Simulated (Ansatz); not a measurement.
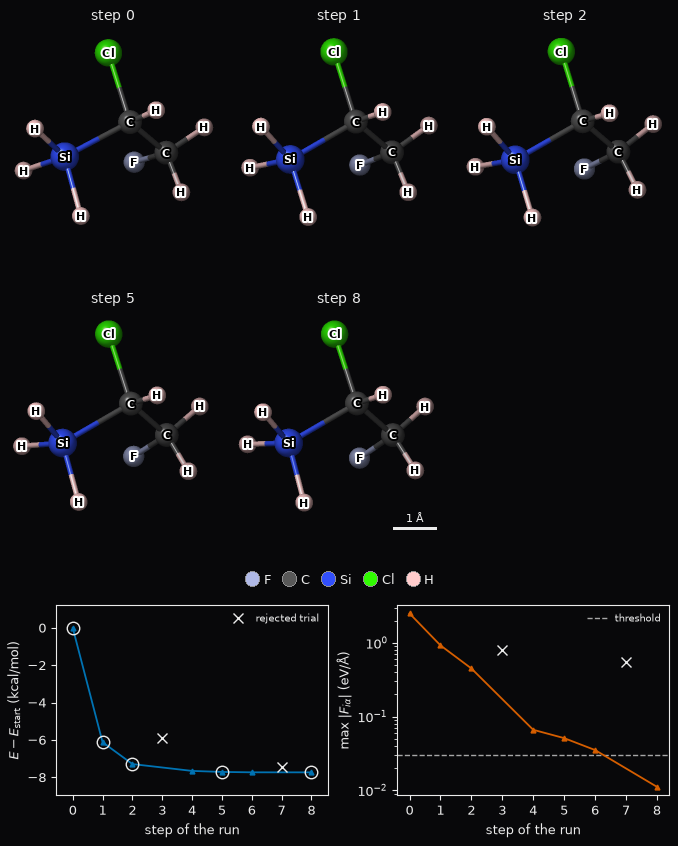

Frames of a relaxation of C2H6ClFSi (coarse preliminary run), marked on the history of the run. A ball-and-stick model, seen at a tilt.

The start comes from a force field.

Theory: RKS PBE-D4/def2-SVP in Ansatz. (force threshold 0.03 eV/Å; at most 200 steps)

What happens along the run?

Answer. The energy falls by 7.73 kcal/mol in 6 accepted moves (8 points after the start). The largest force component goes from 2.5 to 0.011 eV/Å. The line search rejected the trial steps at points 3, 7 of the run. The atom that moves furthest after the best rigid fit is the F atom (0.34 Å). By element the largest moves are F 0.34 Å, H 0.26 Å, Si 0.09 Å, C 0.05 Å, Cl 0.04 Å. Some distances before and after: C–Si 1.805 → 1.920 Å, H–Si 1.438 → 1.501 Å, H–Si 1.558 → 1.507 Å, C–H 1.066 → 1.115 Å. Bond angles that change, for instance: H–Si–H 103.4° → 110.4°, C–Si–H 116.8° → 110.4°, C–Si–H 114.1° → 107.8°. The run took 10 s on 4 threads of Arm Neoverse V2 (shared host). From step 0 to 1: an H atom moves most (0.09 Å), energy −6.12 kcal/mol. From step 1 to 2: the F atom moves most (0.11 Å), energy −1.17 kcal/mol. From step 2 to 5: the F atom moves most (0.12 Å), energy −0.42 kcal/mol. From step 5 to 8: the F atom moves most (0.05 Å), energy −0.02 kcal/mol.
